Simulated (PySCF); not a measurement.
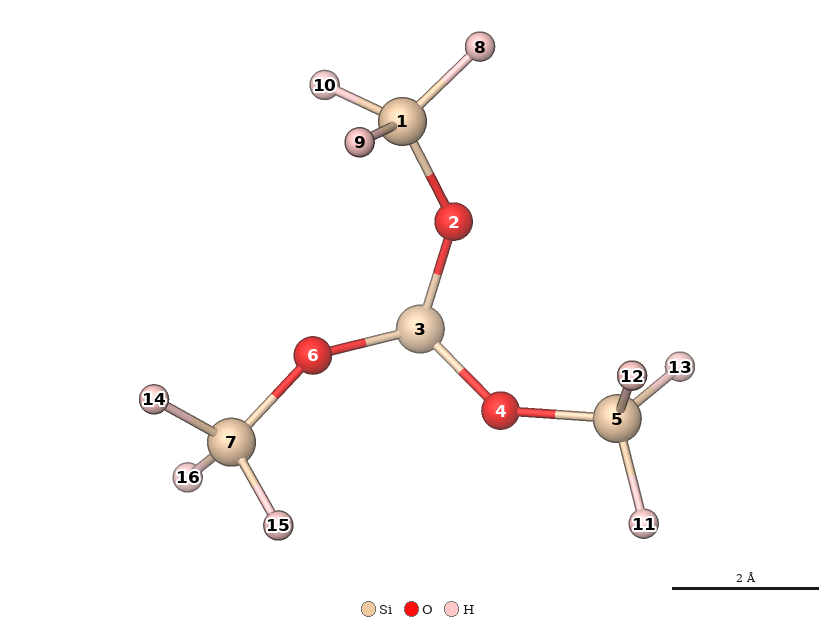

Orthographic view. Atoms fade into the background with distance from the viewer. Charge 0, doublet. The computed structure is the end point of a PBE0-D3(BJ)/def2-SVP optimisation. No frequency run is at hand to confirm it as a minimum.

List the bonded neighbours of every atom.

Si1: O2, H8, H9, H10
O2: Si1, Si3
Si3: O2, O4, O6
O4: Si3, Si5
Si5: O4, H11, H12, H13
O6: Si3, Si7
Si7: O6, H14, H15, H16
(terminal hydrogens appear only as neighbours)
